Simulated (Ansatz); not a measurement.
Molecular dynamics of TaHOF₄ (part 2 of 4)

The same run, continued: TaHOF₄; RKS BLYP/def2-SVP (Ansatz 0.2.0). It belongs to a series of runs on one base structure; here: dynamics from the last frame of an earlier run.

Geometry of the input (Å):
```
Ta -0.0405  -0.0536  0.0004
O  1.9049  -0.4407  -0.1598
H  2.6857  -0.0721  0.2948
F  -0.0610  0.0764  1.8747
F  0.2325  0.1918  -1.9277
F  -0.8554  1.6771  0.0867
F  -0.9630  -1.7827  0.0722
```

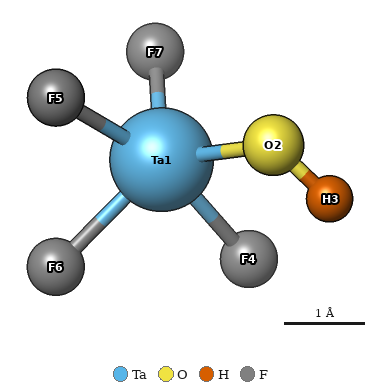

**Figure 1.** The geometry at step 125 of the log (ball-and-stick view, seen at a tilt; atoms are numbered from 1 in the order of the input).

Log, continued
```
md step    91: t =    45.50 fs  T =   267.8 K  F+E_penalty+E_count = -14480.02797251 eV  E_kin = 0.173086 eV  conserved = -14479.50248803 eV  (31 SCF iters)
md step    92: t =    46.00 fs  T =   269.4 K  F+E_penalty+E_count = -14480.02840344 eV  E_kin = 0.174133 eV  conserved = -14479.50235749 eV  (31 SCF iters)
md step    93: t =    46.50 fs  T =   275.4 K  F+E_penalty+E_count = -14480.03167207 eV  E_kin = 0.178010 eV  conserved = -14479.50229460 eV  (30 SCF iters)
md step    94: t =    47.00 fs  T =   287.3 K  F+E_penalty+E_count = -14480.03878432 eV  E_kin = 0.185710 eV  conserved = -14479.50232024 eV  (31 SCF iters)
md step    95: t =    47.50 fs  T =   304.6 K  F+E_penalty+E_count = -14480.04933826 eV  E_kin = 0.196846 eV  conserved = -14479.50242818 eV  (31 SCF iters)
md step    96: t =    48.00 fs  T =   324.5 K  F+E_penalty+E_count = -14480.06161836 eV  E_kin = 0.209738 eV  conserved = -14479.50258630 eV  (30 SCF iters)
md step    97: t =    48.50 fs  T =   343.4 K  F+E_penalty+E_count = -14480.07312059 eV  E_kin = 0.221932 eV  conserved = -14479.50273853 eV  (31 SCF iters)
md step    98: t =    49.00 fs  T =   357.5 K  F+E_penalty+E_count = -14480.08144596 eV  E_kin = 0.231078 eV  conserved = -14479.50281869 eV  (30 SCF iters)
md step    99: t =    49.50 fs  T =   365.1 K  F+E_penalty+E_count = -14480.08533692 eV  E_kin = 0.235946 eV  conserved = -14479.50277744 eV  (30 SCF iters)
md step   100: t =    50.00 fs  T =   366.9 K  F+E_penalty+E_count = -14480.08541431 eV  E_kin = 0.237132 eV  conserved = -14479.50262043 eV  (31 SCF iters)
md step   101: t =    50.50 fs  T =   366.6 K  F+E_penalty+E_count = -14480.08406013 eV  E_kin = 0.236929 eV  conserved = -14479.50242566 eV  (30 SCF iters)
md step   102: t =    51.00 fs  T =   368.5 K  F+E_penalty+E_count = -14480.08421556 eV  E_kin = 0.238162 eV  conserved = -14479.50230962 eV  (30 SCF iters)
md step   103: t =    51.50 fs  T =   375.2 K  F+E_penalty+E_count = -14480.08762973 eV  E_kin = 0.242513 eV  conserved = -14479.50234877 eV  (30 SCF iters)
md step   104: t =    52.00 fs  T =   385.9 K  F+E_penalty+E_count = -14480.09372062 eV  E_kin = 0.249432 eV  conserved = -14479.50251939 eV  (30 SCF iters)
md step   105: t =    52.50 fs  T =   396.8 K  F+E_penalty+E_count = -14480.09991269 eV  E_kin = 0.256447 eV  conserved = -14479.50271669 eV  (30 SCF iters)
md step   106: t =    53.00 fs  T =   403.3 K  F+E_penalty+E_count = -14480.10318609 eV  E_kin = 0.260632 eV  conserved = -14479.50283327 eV  (31 SCF iters)
md step   107: t =    53.50 fs  T =   402.6 K  F+E_penalty+E_count = -14480.10170859 eV  E_kin = 0.260182 eV  conserved = -14479.50282275 eV  (31 SCF iters)
md step   108: t =    54.00 fs  T =   394.8 K  F+E_penalty+E_count = -14480.09558665 eV  E_kin = 0.255166 eV  conserved = -14479.50270802 eV  (30 SCF iters)
md step   109: t =    54.50 fs  T =   382.6 K  F+E_penalty+E_count = -14480.08656395 eV  E_kin = 0.247259 eV  conserved = -14479.50254996 eV  (30 SCF iters)
md step   110: t =    55.00 fs  T =   369.6 K  F+E_penalty+E_count = -14480.07710074 eV  E_kin = 0.238862 eV  conserved = -14479.50241231 eV  (30 SCF iters)
md step   111: t =    55.50 fs  T =   359.1 K  F+E_penalty+E_count = -14480.06936930 eV  E_kin = 0.232113 eV  conserved = -14479.50234061 eV  (30 SCF iters)
md step   112: t =    56.00 fs  T =   353.0 K  F+E_penalty+E_count = -14480.06451136 eV  E_kin = 0.228149 eV  conserved = -14479.50235560 eV  (29 SCF iters)
md step   113: t =    56.50 fs  T =   350.9 K  F+E_penalty+E_count = -14480.06229387 eV  E_kin = 0.226759 eV  conserved = -14479.50245165 eV  (30 SCF iters)
md step   114: t =    57.00 fs  T =   350.4 K  F+E_penalty+E_count = -14480.06119777 eV  E_kin = 0.226463 eV  conserved = -14479.50259724 eV  (30 SCF iters)
md step   115: t =    57.50 fs  T =   348.2 K  F+E_penalty+E_count = -14480.05893320 eV  E_kin = 0.225027 eV  conserved = -14479.50273713 eV  (30 SCF iters)
md step   116: t =    58.00 fs  T =   340.9 K  F+E_penalty+E_count = -14480.05332297 eV  E_kin = 0.220334 eV  conserved = -14479.50280490 eV  (30 SCF iters)
md step   117: t =    58.50 fs  T =   327.1 K  F+E_penalty+E_count = -14480.04334109 eV  E_kin = 0.211396 eV  conserved = -14479.50275000 eV  (30 SCF iters)
md step   118: t =    59.00 fs  T =   308.0 K  F+E_penalty+E_count = -14480.02986855 eV  E_kin = 0.199079 eV  conserved = -14479.50257542 eV  (30 SCF iters)
md step   119: t =    59.50 fs  T =   287.8 K  F+E_penalty+E_count = -14480.01560538 eV  E_kin = 0.186003 eV  conserved = -14479.50235823 eV  (30 SCF iters)
md step   120: t =    60.00 fs  T =   271.4 K  F+E_penalty+E_count = -14480.00387302 eV  E_kin = 0.175380 eV  conserved = -14479.50221817 eV  (30 SCF iters)
md step   121: t =    60.50 fs  T =   261.9 K  F+E_penalty+E_count = -14479.99680864 eV  E_kin = 0.169285 eV  conserved = -14479.50223813 eV  (30 SCF iters)
md step   122: t =    61.00 fs  T =   259.1 K  F+E_penalty+E_count = -14479.99412529 eV  E_kin = 0.167474 eV  conserved = -14479.50239982 eV  (31 SCF iters)
md step   123: t =    61.50 fs  T =   259.4 K  F+E_penalty+E_count = -14479.99336895 eV  E_kin = 0.167620 eV  conserved = -14479.50259805 eV  (30 SCF iters)
md step   124: t =    62.00 fs  T =   258.0 K  F+E_penalty+E_count = -14479.99147333 eV  E_kin = 0.166771 eV  conserved = -14479.50271980 eV  (30 SCF iters)
md step   125: t =    62.50 fs  T =   252.2 K  F+E_penalty+E_count = -14479.98647859 eV  E_kin = 0.163006 eV  conserved = -14479.50271233 eV  (30 SCF iters)
md step   126: t =    63.00 fs  T =   241.8 K  F+E_penalty+E_count = -14479.97838777 eV  E_kin = 0.156288 eV  conserved = -14479.50259521 eV  (30 SCF iters)
md step   127: t =    63.50 fs  T =   229.4 K  F+E_penalty+E_count = -14479.96893058 eV  E_kin = 0.148267 eV  conserved = -14479.50242926 eV  (30 SCF iters)
md step   128: t =    64.00 fs  T =   218.8 K  F+E_penalty+E_count = -14479.96065306 eV  E_kin = 0.141423 eV  conserved = -14479.50228091 eV  (30 SCF iters)
md step   129: t =    64.50 fs  T =   213.6 K  F+E_penalty+E_count = -14479.95587991 eV  E_kin = 0.138049 eV  conserved = -14479.50219889 eV  (29 SCF iters)
md step   130: t =    65.00 fs  T =   215.8 K  F+E_penalty+E_count = -14479.95591759 eV  E_kin = 0.139467 eV  conserved = -14479.50220723 eV  (30 SCF iters)
md step   131: t =    65.50 fs  T =   225.3 K  F+E_penalty+E_count = -14479.96064634 eV  E_kin = 0.145607 eV  conserved = -14479.50230372 eV  (30 SCF iters)
md step   132: t =    66.00 fs  T =   239.9 K  F+E_penalty+E_count = -14479.96854227 eV  E_kin = 0.155019 eV  conserved = -14479.50245952 eV  (30 SCF iters)
md step   133: t =    66.50 fs  T =   255.8 K  F+E_penalty+E_count = -14479.97713806 eV  E_kin = 0.165316 eV  conserved = -14479.50262062 eV  (30 SCF iters)
md step   134: t =    67.00 fs  T =   269.3 K  F+E_penalty+E_count = -14479.98388684 eV  E_kin = 0.174018 eV  conserved = -14479.50271694 eV  (30 SCF iters)
md step   135: t =    67.50 fs  T =   277.9 K  F+E_penalty+E_count = -14479.98725727 eV  E_kin = 0.179625 eV  conserved = -14479.50268954 eV  (30 SCF iters)
md step   136: t =    68.00 fs  T =   282.4 K  F+E_penalty+E_count = -14479.98763193 eV  E_kin = 0.182491 eV  conserved = -14479.50253073 eV  (30 SCF iters)
md step   137: t =    68.50 fs  T =   286.1 K  F+E_penalty+E_count = -14479.98739688 eV  E_kin = 0.184908 eV  conserved = -14479.50231305 eV  (30 SCF iters)
md step   138: t =    69.00 fs  T =   294.0 K  F+E_penalty+E_count = -14479.98982268 eV  E_kin = 0.190035 eV  conserved = -14479.50216512 eV  (31 SCF iters)
md step   139: t =    69.50 fs  T =   309.5 K  F+E_penalty+E_count = -14479.99712995 eV  E_kin = 0.200040 eV  conserved = -14479.50218801 eV  (30 SCF iters)
md step   140: t =    70.00 fs  T =   332.1 K  F+E_penalty+E_count = -14480.00897742 eV  E_kin = 0.214652 eV  conserved = -14479.50237433 eV  (30 SCF iters)
md step   141: t =    70.50 fs  T =   357.7 K  F+E_penalty+E_count = -14480.02253789 eV  E_kin = 0.231194 eV  conserved = -14479.50261263 eV  (30 SCF iters)
md step   142: t =    71.00 fs  T =   380.8 K  F+E_penalty+E_count = -14480.03412586 eV  E_kin = 0.246101 eV  conserved = -14479.50277212 eV  (30 SCF iters)
md step   143: t =    71.50 fs  T =   397.4 K  F+E_penalty+E_count = -14480.04117058 eV  E_kin = 0.256811 eV  conserved = -14479.50278602 eV  (32 SCF iters)
md step   144: t =    72.00 fs  T =   406.7 K  F+E_penalty+E_count = -14480.04329724 eV  E_kin = 0.262857 eV  conserved = -14479.50267079 eV  (30 SCF iters)
md step   145: t =    72.50 fs  T =   411.2 K  F+E_penalty+E_count = -14480.04215805 eV  E_kin = 0.265758 eV  conserved = -14479.50249311 eV  (30 SCF iters)
md step   146: t =    73.00 fs  T =   414.8 K  F+E_penalty+E_count = -14480.04044686 eV  E_kin = 0.268100 eV  conserved = -14479.50232801 eV  (30 SCF iters)
md step   147: t =    73.50 fs  T =   421.5 K  F+E_penalty+E_count = -14480.04072757 eV  E_kin = 0.272397 eV  conserved = -14479.50223201 eV  (31 SCF iters)
md step   148: t =    74.00 fs  T =   433.5 K  F+E_penalty+E_count = -14480.04450875 eV  E_kin = 0.280160 eV  conserved = -14479.50223398 eV  (31 SCF iters)
md step   149: t =    74.50 fs  T =   450.8 K  F+E_penalty+E_count = -14480.05174223 eV  E_kin = 0.291377 eV  conserved = -14479.50233464 eV  (30 SCF iters)
these checks for a lower state are left out or cut short: starts, cluster_reference, orbital_swaps, neighbouring_geometries, increment
1097 factors; their error is unknown
mean field evaluation 1216: about -14480.1230 eV, gradient 1.1e-2 eV
mean field -14480.06079013 eV, -532.1324190995 hartree, gradient 2.1e-5 eV, S^2 0.000000; 0 other end points of the search recorded, 0 dependent functions left out
the calculation of the forces begins
reference -14480.06118322 eV, -532.1324335453 hartree; 29, 29 occupied and 78, 78 virtual orbitals, 1097 factors
1097 factors; their error is unknown
mean field -14480.06079013 eV, -532.1324190995 hartree, gradient 2.1e-5 eV, S^2 0.000000; 1 other end points of the search recorded, 0 dependent functions left out
the calculation of the forces begins
reference -14480.06118322 eV, -532.1324335453 hartree; 29, 29 occupied and 78, 78 virtual orbitals, 1097 factors
md step   150: t =    75.00 fs  T =   471.1 K  F+E_penalty+E_count = -14480.06079013 eV  E_kin = 0.304459 eV  conserved = -14479.50250551 eV  (32 SCF iters)
```

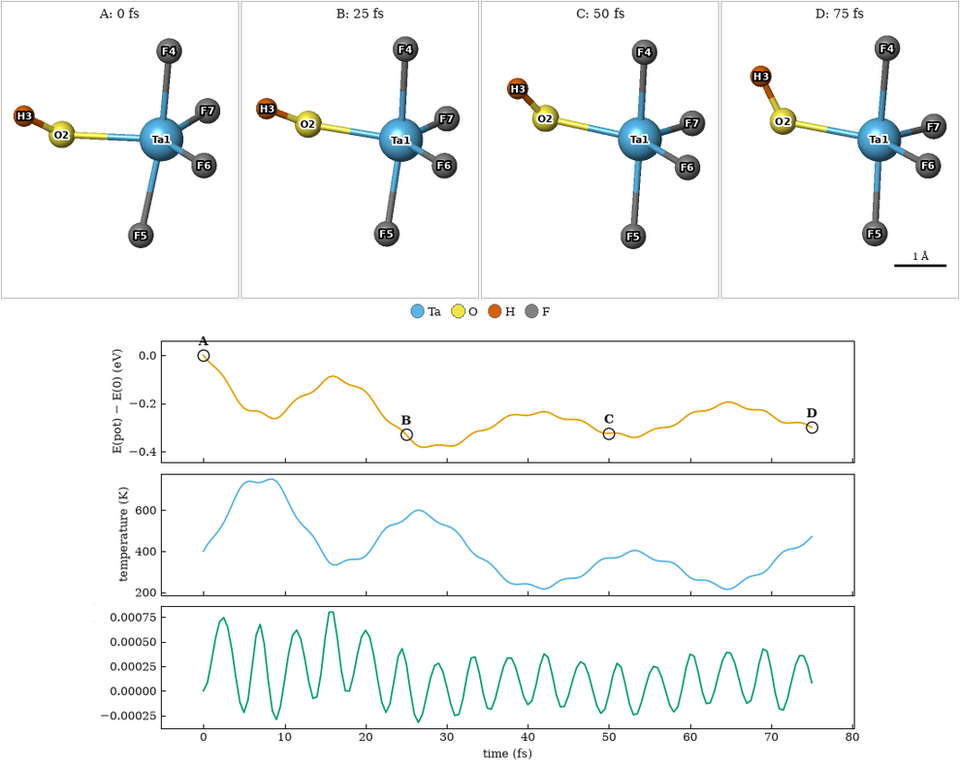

**Figure 2.** Frames of the molecular dynamics (ball-and-stick, seen at a tilt) above the curves, on which the letters mark them. The trajectory kept here has 151 frames over 75 fs. The temperature starts at 400 K, ranges from 214 to 751 K and averages 309 K over the second half. The potential energy ends 0.300 eV below its first value. The conserved quantity stays within 0.0011 eV. After an unweighted best fit of the last frame on the first, the root-mean-square displacement is 0.30 Å.

```
Total energy: -14480.06118322 eV, -532.1324335453 hartree
Atom 0 at     0.006328    -0.066370    -0.013331 Å, force     0.857238     0.683232     1.972089 eV/Å
Atom 1 at     1.912485    -0.435621     0.088050 Å, force    -0.256899     0.061695     0.643900 eV/Å
Atom 2 at     2.423093    -0.530106     0.943855 Å, force    -0.499005     0.181715    -0.912650 eV/Å
Atom 3 at     0.006802     0.167295     1.952947 Å, force     0.009519    -0.456495    -1.269733 eV/Å
Atom 4 at    -0.059996     0.162557    -1.874600 Å, force     0.450378     0.031942    -0.755397 eV/Å
Atom 5 at    -0.971520     1.541695     0.039370 Å, force    -0.044878     0.497437     0.040880 eV/Å
Atom 6 at    -1.060534    -1.567168    -0.124019 Å, force    -0.516352    -0.999527     0.280911 eV/Å
Dipole moment:     0.411585    -0.196723     0.160548 e Å
```

Trajectory as extended XYZ (Å, eV, eV/Å), 60 of the 151 frames kept, from step=0 to step=150
```
7
Properties=species:S:1:pos:R:3:forces:R:3 step=0 time_fs=0.0 energy=-14479.76111 temperature=400.0
Ta   -0.0405   -0.0536    0.0004    1.6551  -1.5205  -2.1235
O     1.9049   -0.4407   -0.1598   -1.8126   0.4420   0.8326
H     2.6857   -0.0721    0.2948   -0.0305  -0.0195   0.1878
F    -0.0610    0.0764    1.8747    0.3481  -0.0076   0.7513
F     0.2325    0.1918   -1.9277   -1.0445  -0.0889   1.0507
F    -0.8554    1.6771    0.0867    0.1861  -0.6949  -0.3128
F    -0.9630   -1.7827    0.0722    0.6982   1.8894  -0.3862
7
Properties=species:S:1:pos:R:3:forces:R:3 step=3 time_fs=1.5 energy=-14479.81303 temperature=481.0
Ta   -0.0395   -0.0555   -0.0006    1.4037  -1.2428  -1.8451
O     1.8851   -0.4396   -0.1540   -0.3310   0.8657   1.4313
H     2.6995   -0.0589    0.2997   -1.1367  -0.5293  -0.4370
F    -0.0561    0.0829    1.8788    0.3350  -0.0254   0.6240
F     0.2313    0.1948   -1.9235   -1.0396  -0.0699   0.9142
F    -0.8563    1.6753    0.0870    0.1773  -0.6746  -0.3180
F    -0.9588   -1.7741    0.0683    0.5912   1.6763  -0.3695
7
Properties=species:S:1:pos:R:3:forces:R:3 step=5 time_fs=2.5 energy=-14479.85055 temperature=538.6
Ta   -0.0388   -0.0568   -0.0014    1.2098  -1.0319  -1.6352
O     1.8715   -0.4383   -0.1491    0.1745   0.9045   1.5290
H     2.6966   -0.0557    0.2986   -1.3510  -0.6301  -0.5518
F    -0.0527    0.0872    1.8819    0.3260  -0.0387   0.5276
F     0.2298    0.1967   -1.9202   -1.0315  -0.0559   0.8080
F    -0.8568    1.6736    0.0870    0.1676  -0.6535  -0.3200
F    -0.9556   -1.7672    0.0654    0.5047   1.5056  -0.3576
7
Properties=species:S:1:pos:R:3:forces:R:3 step=8 time_fs=4.0 energy=-14479.93700 temperature=667.9
Ta   -0.0376   -0.0589   -0.0028    0.8838  -0.6776  -1.2939
O     1.8513   -0.4353   -0.1401    0.0833   0.5606   1.2130
H     2.6692   -0.0617    0.2876   -0.7677  -0.3828  -0.2592
F    -0.0471    0.0936    1.8870    0.3122  -0.0610   0.3693
F     0.2266    0.1994   -1.9144   -1.0115  -0.0334   0.6304
F    -0.8574    1.6706    0.0867    0.1478  -0.6130  -0.3211
F    -0.9503   -1.7556    0.0608    0.3522   1.2073  -0.3385
7
Properties=species:S:1:pos:R:3:forces:R:3 step=10 time_fs=5.0 energy=-14479.98118 temperature=730.1
Ta   -0.0367   -0.0603   -0.0038    0.6412  -0.4149  -1.0506
O     1.8379   -0.4329   -0.1331   -0.4682   0.1019   0.7512
H     2.6410   -0.0706    0.2768    0.1512   0.0074   0.1858
F    -0.0433    0.0978    1.8907    0.3021  -0.0770   0.2589
F     0.2238    0.2013   -1.9101   -0.9923  -0.0179   0.5001
F    -0.8578    1.6681    0.0864    0.1309  -0.5791  -0.3203
F    -0.9466   -1.7471    0.0576    0.2351   0.9796  -0.3252
7
Properties=species:S:1:pos:R:3:forces:R:3 step=13 time_fs=6.5 energy=-14479.99254 temperature=734.4
Ta   -0.0354   -0.0625   -0.0054    0.2305   0.0228  -0.6623
O     1.8174   -0.4292   -0.1220   -1.1542  -0.5513   0.1212
H     2.6049   -0.0824    0.2654    1.4607   0.5427   0.7808
F    -0.0373    0.1040    1.8963    0.2837  -0.1013   0.0969
F     0.2187    0.2040   -1.9033   -0.9551   0.0062   0.2838
F    -0.8581    1.6639    0.0855    0.0987  -0.5121  -0.3161
F    -0.9409   -1.7335    0.0524    0.0358   0.5930  -0.3042
7
Properties=species:S:1:pos:R:3:forces:R:3 step=15 time_fs=7.5 energy=-14480.00540 temperature=740.3
Ta   -0.0345   -0.0639   -0.0065   -0.0779   0.3439  -0.3901
O     1.8031   -0.4272   -0.1145   -0.6643  -0.6123   0.1342
H     2.5964   -0.0846    0.2663    1.4405   0.5095   0.7344
F    -0.0331    0.1080    1.9002    0.2679  -0.1166  -0.0022
F     0.2148    0.2058   -1.8986   -0.9256   0.0233   0.1242
F    -0.8583    1.6608    0.0847    0.0719  -0.4535  -0.3107
F    -0.9370   -1.7241    0.0488   -0.1125   0.3057  -0.2898
7
Properties=species:S:1:pos:R:3:forces:R:3 step=18 time_fs=9.0 energy=-14480.02405 temperature=740.5
Ta   -0.0332   -0.0660   -0.0081   -0.5757   0.8582   0.0252
O     1.7814   -0.4248   -0.1032    1.4038  -0.2132   0.7110
H     2.6064   -0.0801    0.2791    0.1371  -0.0511   0.0953
F    -0.0267    0.1138    1.9058    0.2392  -0.1372  -0.1342
F     0.2081    0.2085   -1.8916   -0.8753   0.0498  -0.1307
F    -0.8585    1.6559    0.0833    0.0240  -0.3475  -0.2988
F    -0.9315   -1.7100    0.0431   -0.3532  -0.1590  -0.2677
7
Properties=species:S:1:pos:R:3:forces:R:3 step=20 time_fs=10.0 energy=-14479.99707 temperature=677.8
Ta   -0.0323   -0.0674   -0.0092   -0.9032   1.2073   0.2947
O     1.7681   -0.4234   -0.0953    2.7771   0.0233   1.0623
H     2.6166   -0.0769    0.2897   -0.7232  -0.3975  -0.3005
F    -0.0223    0.1176    1.9094    0.2180  -0.1500  -0.2138
F     0.2031    0.2103   -1.8870   -0.8373   0.0666  -0.3007
F    -0.8586    1.6524    0.0821   -0.0114  -0.2708  -0.2889
F    -0.9281   -1.7008    0.0393   -0.5200  -0.4789  -0.2531
```
